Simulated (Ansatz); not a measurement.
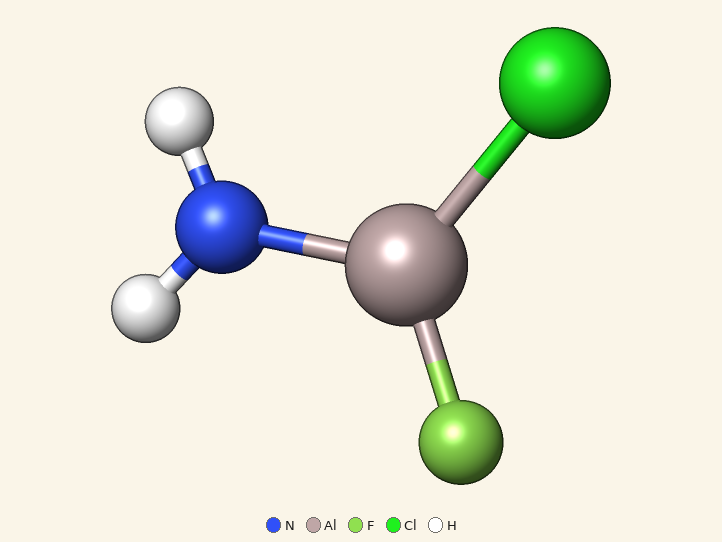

Geometry: atoms displaced at random (about 0.02 Å) from a stationary point of PBE0-D4. Program: Ansatz 0.2.0.

Tabulate dipole (D) at these levels: PBE-D4/def2-TZVPP; PBE0-D4/def2-TZVPP; RHF-CCSD(T) (frozen core)/def2-TZVPP; r2SCAN-D4/def2-TZVPP; ωB97M-V/def2-TZVPP.

```csv
level,dipole (D)
PBE-D4/def2-TZVPP,2.39
PBE0-D4/def2-TZVPP,2.41
RHF-CCSD(T) (frozen core)/def2-TZVPP,2.35
r2SCAN-D4/def2-TZVPP,2.41
ωB97M-V/def2-TZVPP,2.37
```
